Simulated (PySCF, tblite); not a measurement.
# C₆H₁₀N radical: geometry, infrared bands and EPR parameters

Wanted: the infrared bands and EPR parameters of C₆H₁₀N radical (`C/C=N/C1C[CH]C1`), by calculation.

Computed with tblite 0.8.0 and PySCF 2.14.0, with density-fitted response routines of our own, on a single molecule in the gas phase. Atoms count from 0, in the outputs and in this text.

## Step 1: The starting structure

17 atoms, charge 0, multiplicity 2; geometry from: force field or distance geometry start.

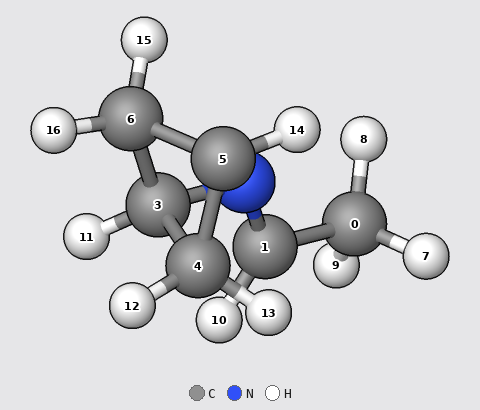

As it starts; carbon grey, nitrogen blue, hydrogen white, atoms numbered.

## Step 2: Relaxing the molecule with GFN2-xTB

What the job is given:

```
{"job": {"kind": "relax", "xc": "GFN2-xTB", "basis": "xTB"}, "charge": 0, "multiplicity": 2}
C      2.841500     0.018600    -0.008000
C      1.462900    -0.518100    -0.231100
N      0.492400     0.289200    -0.273100
C     -0.814900    -0.245800    -0.490900
C     -1.473100    -0.549700     0.856000
C     -1.885300     0.912000     0.854900
C     -1.922600     0.792600    -0.656700
H      2.969000     0.075700     1.105400
H      2.954200     1.017000    -0.446200
H      3.533800    -0.707200    -0.474400
H      1.290600    -1.607500    -0.333700
H     -0.911200    -1.037100    -1.247400
H     -2.342900    -1.239000     0.736100
H     -0.787600    -0.781500     1.675900
H     -0.983900     1.522800     1.135100
H     -1.562900     1.699700    -1.160500
H     -2.867000     0.370300    -1.051100
```

Launch:

```
$ OMP_NUM_THREADS=1 python probes_run.py task.json out
```

This one command runs all jobs of the session in turn.

Log:

```text
step      E/eV     max force
  0    -563.63590    1.947
  1    -563.82616    1.102
  2    -563.95206    1.112
  3    -564.01492    0.800
  4    -564.07229    0.592
  5    -564.10690    0.511
  6    -564.12486    0.485
  7    -564.15294    0.465
  8    -564.16992    0.420
  9    -564.18564    0.322
 10    -564.20052    0.324
 11    -564.22159    0.455
 12    -564.24612    0.476
 13    -564.26459    0.289
 14    -564.27486    0.246
 15    -564.28198    0.277
 16    -564.28720    0.277
 17    -564.29440    0.303
 18    -564.30531    0.300
 19    -564.32405    0.243
 20    -564.33592    0.238
 21    -564.34670    0.269
 22    -564.35574    0.268
 23    -564.36505    0.250
 24    -564.37347    0.252
 25    -564.38231    0.238
 26    -564.38929    0.403
 27    -564.39763    0.219
 28    -564.40425    0.177
 29    -564.41186    0.198
 30    -564.41620    0.224
 31    -564.42163    0.163
 32    -564.42461    0.181
 33    -564.42761    0.181
 34    -564.43241    0.181
 35    -564.44058    0.179
 36    -564.44544    0.163
 37    -564.45101    0.179
 38    -564.45550    0.223
 39    -564.45935    0.288
 40    -564.46691    0.252
 41    -564.47456    0.204
 42    -564.47880    0.240
 43    -564.48213    0.177
 44    -564.48729    0.163
 45    -564.49279    0.139
 46    -564.49825    0.186
 47    -564.50259    0.168
 48    -564.50423    0.221
 49    -564.50687    0.106
 50    -564.50805    0.083
 51    -564.50943    0.067
 52    -564.51037    0.079
 53    -564.51126    0.083
 54    -564.51184    0.067
 55    -564.51234    0.057
 56    -564.51272    0.053
 57    -564.51302    0.040
 58    -564.51323    0.044
 59    -564.51342    0.042
 60    -564.51359    0.038
 61    -564.51377    0.034
 62    -564.51398    0.040
 63    -564.51434    0.049
 64    -564.51497    0.075
 65    -564.51596    0.085
 66    -564.51716    0.090
 67    -564.51833    0.096
 68    -564.51945    0.078
 69    -564.51682    0.565
 70    -564.52105    0.076
 71    -564.52181    0.057
 72    -564.52196    0.495
 73    -564.52453    0.048
 74    -564.52552    0.049
 75    -564.51062    1.002
 76    -564.52670    0.049
 77    -564.52760    0.050
 78    -564.51799    0.883
 79    -564.52953    0.047
 80    -564.53071    0.048
 81    -564.52577    0.655
 82    -564.53249    0.045
 83    -564.53330    0.057
 84    -564.53411    0.230
 85    -564.53486    0.085
 86    -564.53538    0.049
 87    -564.53714    0.108
 88    -564.53819    0.095
 89    -564.53924    0.096
 90    -564.54040    0.142
 91    -564.54143    0.073
 92    -564.54232    0.107
 93    -564.54304    0.095
 94    -564.54400    0.062
 95    -564.54443    0.049
 96    -564.54533    0.045
 97    -564.54604    0.048
 98    -564.54668    0.050
 99    -564.54717    0.051
100    -564.54757    0.044
101    -564.54794    0.045
102    -564.54837    0.111
103    -564.54884    0.069
104    -564.54939    0.044
105    -564.54983    0.050
106    -564.55010    0.049
107    -564.55068    0.057
108    -564.55128    0.069
109    -564.55205    0.063
110    -564.55294    0.066
111    -564.55370    0.077
112    -564.55471    0.084
113    -564.55623    0.099
114    -564.55813    0.141
115    -564.55992    0.137
116    -564.56113    0.082
117    -564.56199    0.110
118    -564.56295    0.104
119    -564.56384    0.062
120    -564.56381    0.179
121    -564.56470    0.040
122    -564.56493    0.033
123    -564.56521    0.048
124    -564.56558    0.050
125    -564.56588    0.045
126    -564.56613    0.039
127    -564.56632    0.034
128    -564.56652    0.030
129    -564.56671    0.032
130    -564.56689    0.026
131    -564.56705    0.031
132    -564.56718    0.033
133    -564.56733    0.033
134    -564.56751    0.026
135    -564.56768    0.032
136    -564.56781    0.034
137    -564.56799    0.032
138    -564.56825    0.047
139    -564.56864    0.059
140    -564.56914    0.059
141    -564.56970    0.057
142    -564.57017    0.039
143    -564.57050    0.034
144    -564.57059    0.093
145    -564.57092    0.041
146    -564.57111    0.022
147    -564.57122    0.015
148    -564.57129    0.016
149    -564.57132    0.014
150    -564.57133    0.012
151    -564.57134    0.018
152    -564.57135    0.007
```

It took 0.7 s on 1 thread of Arm Neoverse V2, shared host.

Step by step: (not every step is listed)

| step | energy from step 0 (eV) | largest force (eV/Å) |
| --- | --- | --- |
| 0 | 0.0000 | 1.9466 |
| 1 | -0.1903 | 1.1019 |
| 2 | -0.3162 | 1.1118 |
| 3 | -0.3790 | 0.7996 |
| 4 | -0.4364 | 0.5915 |
| 5 | -0.4710 | 0.5109 |
| 6 | -0.4890 | 0.4849 |
| 7 | -0.5170 | 0.4647 |
| 8 | -0.5340 | 0.4196 |
| 21 | -0.7108 | 0.2690 |
| 34 | -0.7965 | 0.1813 |
| 47 | -0.8667 | 0.1675 |
| 60 | -0.8777 | 0.0381 |
| 73 | -0.8886 | 0.0483 |
| 86 | -0.8995 | 0.0491 |
| 99 | -0.9113 | 0.0509 |
| 112 | -0.9188 | 0.0836 |
| 125 | -0.9300 | 0.0448 |
| 138 | -0.9324 | 0.0473 |
| 147 | -0.9353 | 0.0153 |
| 148 | -0.9354 | 0.0158 |
| 149 | -0.9354 | 0.0145 |
| 150 | -0.9354 | 0.0123 |
| 151 | -0.9354 | 0.0184 |
| 152 | -0.9355 | 0.0070 |

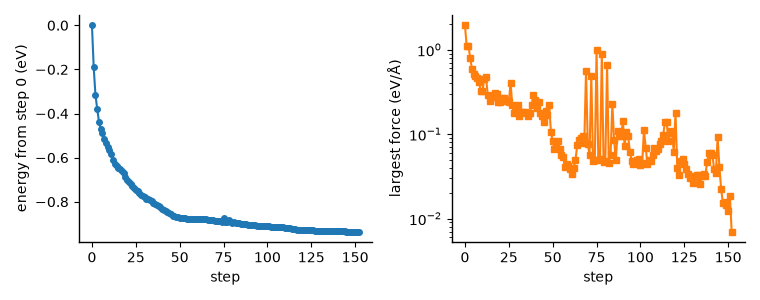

Energy and force, step by step.

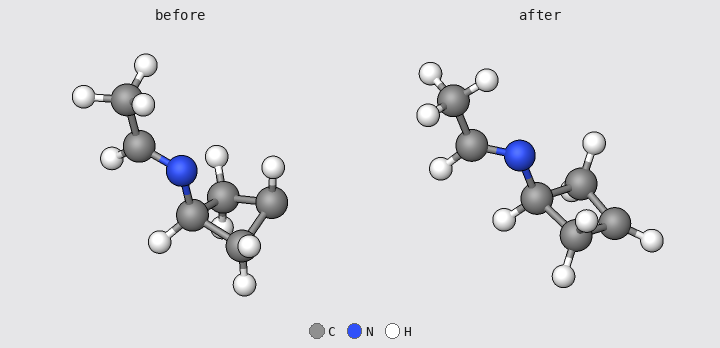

Before and after, at one scale.

Close pairs (by a distance rule), those that changed most:

| bond | before (Å) | after (Å) | change (Å) |
| --- | --- | --- | --- |
| C5–H14 | 1.124 | 1.070 | -0.054 |
| C4–C5 | 1.519 | 1.480 | -0.038 |
| C5–C6 | 1.517 | 1.480 | -0.036 |
| C0–H7 | 1.122 | 1.089 | -0.033 |
| C3–C6 | 1.527 | 1.551 | +0.023 |
| C4–H12 | 1.116 | 1.094 | -0.022 |
| C3–C4 | 1.530 | 1.550 | +0.021 |
| C0–H9 | 1.106 | 1.089 | -0.017 |

The final coordinates are the input of the step that follows.

## Step 3: Harmonic vibrations with GFN2-xTB

What the job is given:

```
{"job": {"kind": "ir", "xc": "GFN2-xTB", "basis": "xTB"}, "charge": 0, "multiplicity": 2}
C      2.994105    -0.188051    -0.278168
C      1.570104    -0.591853    -0.411050
N      0.641901     0.120715     0.039553
C     -0.715782    -0.274158    -0.098016
C     -1.527887    -0.190293     1.219846
C     -2.434461     0.768311     0.548703
C     -1.628941     0.829506    -0.691823
H      3.546303    -0.952358     0.267016
H      3.065833     0.759102     0.247499
H      3.444343    -0.093251    -1.265359
H      1.387514    -1.548956    -0.928918
H     -0.830391    -1.244285    -0.609820
H     -1.966502    -1.131555     1.565187
H     -0.940318     0.227721     2.043669
H     -3.385341     1.178712     0.818077
H     -1.092093     1.770795    -0.849183
H     -2.135385     0.571928    -1.627124
```

Log:

```text
mode    cm-1     km/mol
  1      16.0     17.25
  2      61.7      5.20
  3     120.1     11.67
  4     147.3      0.00
  5     182.0      0.30
  6     221.8      8.55
  7     402.2      1.70
  8     424.1      8.52
  9     467.1      2.83
 10     752.7      0.22
 11     787.9      0.77
 12     860.2      3.01
 13     880.9      3.47
 14     974.0     10.48
 15     977.0      0.26
 16     984.5      3.44
 17     991.5      1.46
 18    1034.2      5.58
 19    1044.3      0.23
 20    1053.0      8.02
 21    1116.6      1.12
 22    1149.6     15.88
 23    1195.5     39.06
 24    1197.6      3.10
 25    1211.2      1.08
 26    1250.2      3.63
 27    1267.3     13.63
 28    1294.8     30.87
 29    1343.6      5.22
 30    1389.1     18.05
 31    1426.8      5.06
 32    1437.9      0.61
 33    1461.8     11.95
 34    1462.6      7.56
 35    1763.0     91.53
 36    2788.3     90.20
 37    2811.8    140.81
 38    2886.5     34.93
 39    2887.4     50.67
 40    2924.1     73.50
 41    2925.5      8.94
 42    3006.9     18.25
 43    3018.7     20.55
 44    3066.1     17.55
 45    3159.0     68.13
```

Wall time 0.38 s (1 thread of Arm Neoverse V2, shared host).

Which atoms move in the most intense modes:

| cm⁻¹ | km/mol | atoms |
| --- | --- | --- |
| 1196 | 39.1 | C3 32 %, N2 26 %, H11 19 % |
| 1763 | 91.5 | C1 55 %, N2 42 % |
| 2788 | 90.2 | H10 88 % |
| 2812 | 140.8 | H11 86 % |
| 2886 | 34.9 | H15 48 %, H16 42 % |
| 2887 | 50.7 | H13 46 %, H12 44 % |
| 2924 | 73.5 | H16 40 %, H15 35 %, H12 11 % |
| 3159 | 68.1 | H14 92 % |

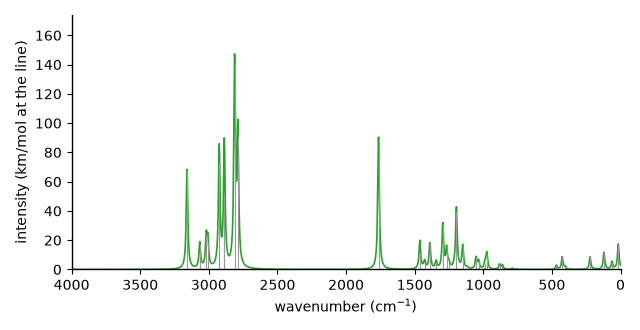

The infrared spectrum from these modes, unscaled. Lines are broadened to a width of 14 cm⁻¹ (Lorentzian).

## Step 4: EPR parameters: B3LYP/pcH-1

The job, as its differences from that of step 3:

```diff
@@ -1,2 +1,2 @@
-{"job": {"kind": "ir", "xc": "GFN2-xTB", "basis": "xTB"}, "charge": 0, "multiplicity": 2}
+{"job": {"kind": "epr", "basis": "pcH-1"}, "charge": 0, "multiplicity": 2}
 C      2.994105    -0.188051    -0.278168
```

With the program's defaults for keys left out, this is: UKS B3LYP, pcH-1 on C H N, non-relativistic, mean-field spin-orbit, GIAO.

Log:

```text
UKS, coarse grid
  cycle   1  E = -289.25983689  |g| = 3.52e-01
  cycle   2  E = -289.19229025  |g| = 5.27e-01
  cycle   3  E = -289.31968447  |g| = 1.16e-01
  cycle   4  E = -289.32491656  |g| = 4.14e-02
  cycle   5  E = -289.32568965  |g| = 6.00e-03
  cycle   6  E = -289.32570555  |g| = 3.21e-03
  cycle   7  E = -289.32571117  |g| = 9.59e-04
UKS, final grid
  cycle   1  E = -289.32573190  |g| = 1.10e-03
  cycle   2  E = -289.32573134  |g| = 1.56e-03
  cycle   3  E = -289.32573253  |g| = 1.72e-04
  cycle   4  E = -289.32573255  |g| = 1.07e-04
  cycle   5  E = -289.32573255  |g| = 4.00e-05
  cycle   6  E = -289.32573255  |g| = 9.55e-06
E = -289.32573255 Eh   <S^2> = 0.7543 (exact 0.7500)
g shifts (ppm)      1          2          3
  rmc          -135       -135       -135
  gc              1          9         22
  oz_so         -21        694        781
  total        -156        568        668
hyperfine (MHz)  atom isotope    a_iso     a_fc   dipolar eigenvalues
    0   13C       0.12       0.12     -0.12     -0.12      0.24
    1   13C       0.04       0.04     -0.26     -0.18      0.44
    2   14N      -0.76      -0.76     -0.16     -0.01      0.17
    3   13C       8.73       8.73     -1.55     -1.47      3.03
    4   13C     -36.14     -36.14     -2.77      0.49      2.28
    5   13C      95.11      95.11    -81.29    -79.92    161.21
    6   13C     -36.16     -36.16     -2.76      0.47      2.29
    7    1H       0.01       0.01     -0.33     -0.32      0.65
    8    1H      -0.04      -0.04     -0.48     -0.46      0.94
    9    1H       0.01       0.01     -0.34     -0.32      0.65
   10    1H       0.31       0.31     -0.71     -0.65      1.36
   11    1H      -4.07      -4.07     -2.74     -2.55      5.29
   12    1H     103.84     103.84     -4.37     -3.68      8.05
   13    1H     133.24     133.24     -4.94     -3.74      8.68
   14    1H     -63.61     -63.61    -38.61     -0.06     38.67
   15    1H     133.23     133.23     -4.93     -3.74      8.67
   16    1H     103.61     103.61     -4.37     -3.68      8.05
```

Wall time 65 s (1 thread of Arm Neoverse V2, shared host); peak memory 1 GiB.

Principal g values 2.00216, 2.00289, 2.00299; g(iso) = 2.00268, against 2.00232 for a free electron.

Hyperfine couplings; where a row names several nuclei, a(iso) is their mean (it holds for fast rotation or exchange) and the dipolar term the largest among them:

| nuclei | isotope | a(iso) (MHz) | a(iso) (G, at g = 2.0023) | largest dipolar term (MHz) |
| --- | --- | --- | --- | --- |
| H13, H15 | 1H | 133.2 | 47.5 | 8.7 |
| H12, H16 | 1H | 103.7 | 37.0 | 8.1 |
| C5 | 13C | 95.1 | 33.9 | 161.2 |
| H14 | 1H | -63.6 | -22.7 | 38.7 |
| C4, C6 | 13C | -36.2 | -12.9 | -2.8 |
| C3 | 13C | 8.7 | 3.1 | 3.0 |
| H11 | 1H | -4.1 | -1.5 | 5.3 |
| N2 | 14N | -0.8 | -0.3 | 0.2 |
| H10 | 1H | 0.3 | 0.1 | 1.4 |
| C0 | 13C | 0.1 | 0.0 | 0.2 |
| C1 | 13C | 0.0 | 0.0 | 0.4 |
| H7, H8, H9 | 1H | 0.0 | 0.0 | 0.9 |

Mulliken spin populations:

C0 0.00; C1 0.00; N2 0.00; C3 0.01; C4 -0.09; C5 1.02; C6 -0.09; H7 0.00; H8 0.00; H9 0.00; H10 0.00; H11 0.00; H12 0.04; H13 0.06; H14 -0.04; H15 0.06; H16 0.04

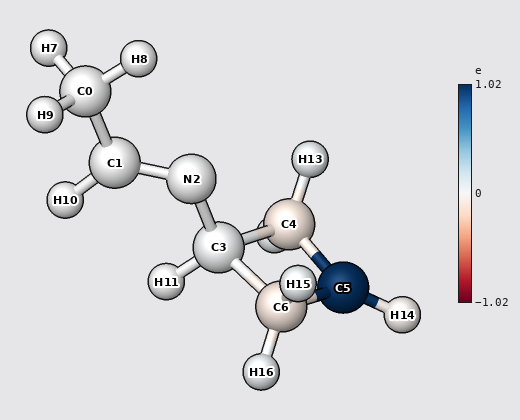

Mulliken spin populations, as colours on the atoms.

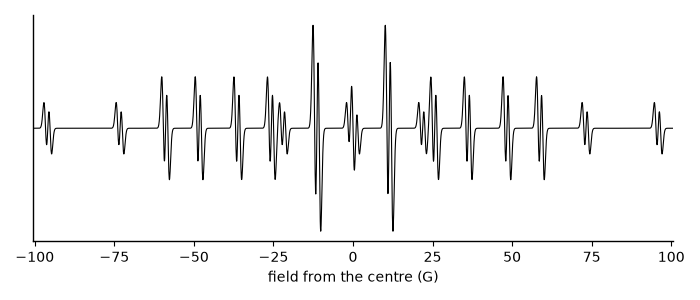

First-order isotropic spectrum (first derivative, main isotopes with spin only, couplings over 0.8 MHz, Gaussian width 0.5 G; couplings of the frozen geometry, rotation of groups not averaged beyond the rows shown).

Orbitals, density, ELF and potential are computed afterwards from the orbital file.

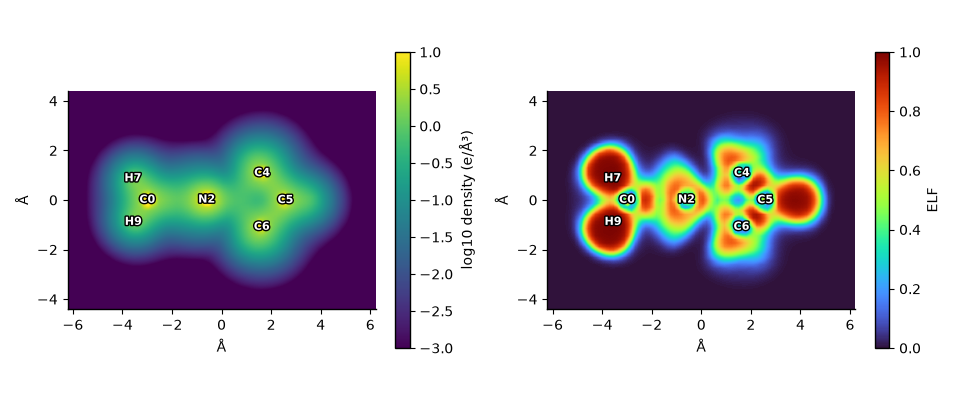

Density (left) and ELF (right) in a plane through or near 7 of the atoms.

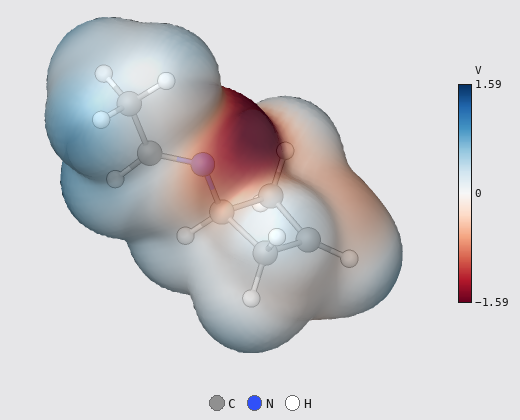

Electrostatic potential on the surface of density 0.002 e/bohr³; red is low, blue high. It runs from -1.59 V near N2 to 0.76 V near H10.

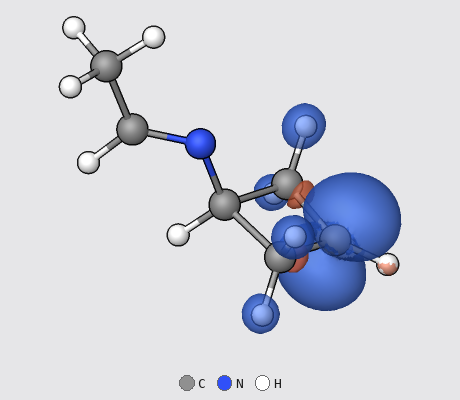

Spin density at ±0.04 e/Å³ (alpha excess blue, beta excess red).

## Step 5: What came out

| quantity | value |
| --- | --- |
| strongest single infrared mode (GFN2-xTB) | 2812 cm⁻¹, 141 km/mol |
| zero-point energy (GFN2-xTB) | 88.4 kcal/mol |
| g(iso) (B3LYP) | 2.00268 |
| ⟨S²⟩ | 0.754 (exact 0.75) |
| largest a(iso) (averaged by class) | 1H on H13, H15, 133.2 MHz |
| potential on the surface of density 0.002 e/bohr³, 1st and 99th percentile | -1.59 V and 0.76 V |

In words: The optimisation took 152 steps and gained 0.935 eV; among the close pairs (by a distance rule), C5–H14 changed most, from 1.124 to 1.070 Å. No mode is imaginary among the 45: a minimum at this level. The strongest single mode, at 2812 cm⁻¹, moves mainly H11. Unscaled tight-binding wavenumbers are off by several per cent, some by more. Its intensities can rank the bands wrongly. Most of the unpaired spin sits on C5 (1.02 e). The isotropic g lies 0.4 ppt above the free-electron value. The conformer search found further structures of the same energy, which may be mirror or relabelled copies of this one.
